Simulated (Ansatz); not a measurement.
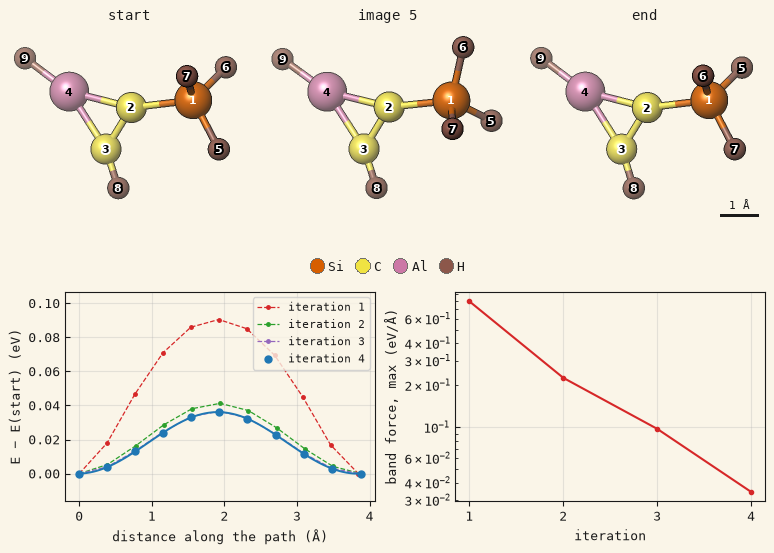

A nudged-elastic-band calculation for C2H5AlSi. Images are numbered from 0 (start) to 10 (end). The plot follows the band through its iterations. Style: ball-and-stick. Shown at a tilt.

Method: RKS B3LYP-D4/def2-SVP in Ansatz 0.2.0. Set-up: 9 movable images; climbing image; force threshold 0.05 eV/Å; iteration limit 60; starting path by image-dependent pair potential.

Judge this run.

The result is final at these settings. The band converged in 4 iterations. The largest component of the band force went from 0.8 to 0.034 eV/Å. The climbing image converged on the top of the path. Its vibrational analysis gives one imaginary mode (101i cm⁻¹), as a transition state must have. The first iteration put the highest image at 0.090 eV. The two ends have the same energy, and the highest point, image 5, lies 0.036 eV above the start.

Cost: 2.8 min on 1 thread of Intel(R) Xeon(R) Processor @ 2.70GHz, with other jobs on the host, peak memory 0.19 GiB.
